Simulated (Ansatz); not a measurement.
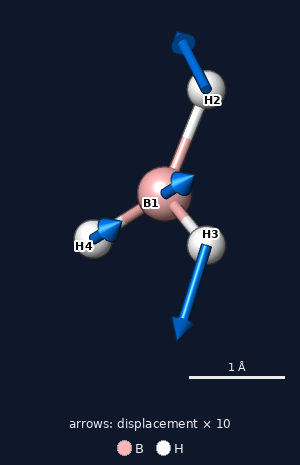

A relaxation of BH3. The starting structure is drawn; blue arrows show the displacements, magnified 10 times. The two geometries are superimposed by the best rigid fit.

A ball-and-stick model, seen from a free direction.

The run prepares an end point of a later path (reaction) calculation, from a guessed geometry.

Method: Ansatz, RKS PBE0-D4/def2-SVP. (no spin polarisation; force threshold 0.03 eV/Å; at most 50 steps)

Q: What did the optimiser do to the structure, and how much energy did it gain?

A: The largest moves after the best rigid fit, 0.11 Å, are those of H2 and H3. Largest moves by element: H 0.11 Å, B 0.05 Å. Near-neighbour distances that change, for instance: B1–H2 1.184 → 1.207 Å. Bond angles that change, for instance: H2–B1–H3 106.7° → 120.0°, H2–B1–H4 126.6° → 120.0°. Over 2 geometry steps the energy falls by 10.5 kJ/mol. The largest force component goes from 0.91 to 0.0035 eV/Å.
